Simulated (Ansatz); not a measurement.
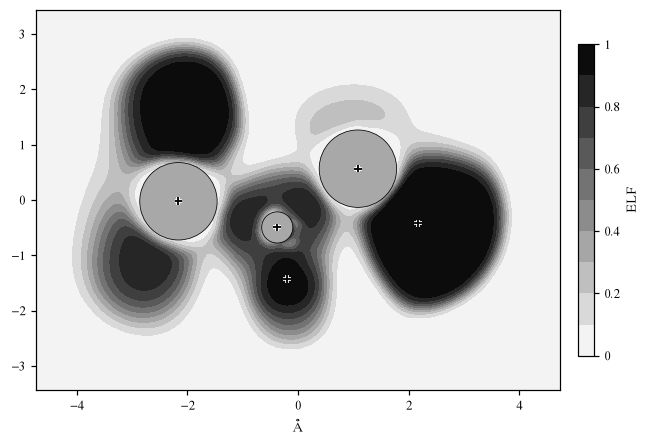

The electron localisation function on a plane through atoms (crosses mark nuclei in the plane; grey discs cover the cores).

Method: isolated molecule in a Gaussian basis; Kohn-Sham density functional theory, functional PBE0 (Ansatz 0.2.0).

Candidates:
A. BH3PSi (doublet)
B. FH5OSi2 (charge +1, doublet)
C. CNSeSn (doublet)

### Which system is this?

Candidate B: FH5OSi2 on the plane of atoms O2, Si3 and H5, which holds O, Si and H. Si–O (1.80 Å): the ELF peaks at about 0.90 between the atoms; a polar covalent bond. O–H (0.98 Å): the ELF climbs to about 1 towards the hydrogen, as it does in any bond to H: an ordinary covalent bond to hydrogen.
